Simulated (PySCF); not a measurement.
```xyz
18

C     2.2867    0.5522   -0.7029
N     1.0719    1.0361   -0.1167
P    -0.2070    0.1687    0.1250
C    -1.4633    1.2349    0.8679
C    -1.0152   -0.5770   -1.3443
C    -0.0610   -1.2663    1.2605
H     3.0171    1.3764   -0.7827
H     2.1754    0.1501   -1.7345
H     2.7957   -0.2449   -0.1191
H    -2.4065    0.6980    1.0419
H    -1.6311    2.0843    0.1915
H    -1.0693    1.6230    1.8173
H    -1.2089    0.2220   -2.0748
H    -1.9583   -1.0853   -1.0929
H    -0.3303   -1.3051   -1.8042
H     0.3765   -0.9149    2.2063
H    -1.0311   -1.7464    1.4575
H     0.6210   -2.0087    0.8196
```

Geometry: PBE0-D3(BJ)/def2-SVP.

The calculation used wB97X-D/def2-SVPD, SCF density, gas phase (PySCF 2.14.0).

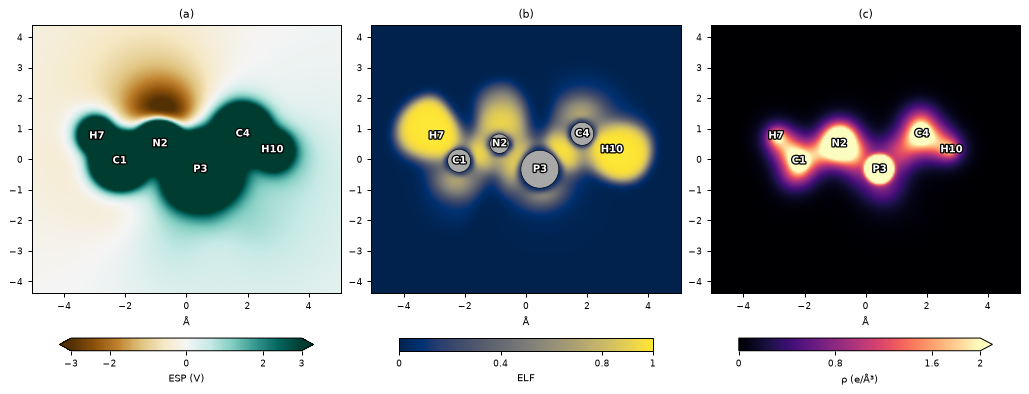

C4H12NP. (a) molecular electrostatic potential; (b) ELF; (c) total electron density on the plane of atoms N2, C1 and H7. Grey discs cover the atomic cores in the ELF map.

Q: What does the map show?

A: The section cuts through C, N, P and H sites.
C–N (1.43 Å): the density is about 1.9 e/Å³ at the midpoint; the ELF peaks at about 0.90 between the atoms, as expected for a covalent bond.
P–N (1.56 Å): ρ at the midpoint is about 1.7 e/Å³; the ELF peaks at about 0.85 between the atoms (a short, strongly polar bond).
C–P (1.81 Å): ρ at the midpoint is about 1.2 e/Å³; the ELF peaks at about 0.95 between the atoms; localised, covalent bonding.
C–H (1.10 Å): the density is about 1.9 e/Å³ at the midpoint; the ELF climbs to about 1 towards the hydrogen, as it does in any bond to H; an ordinary covalent bond to hydrogen.
The ELF also peaks beside N2, away from the bonds: lone-pair regions.
Outside the dense part of the molecule the potential is most negative (−3.2 V) near N2.
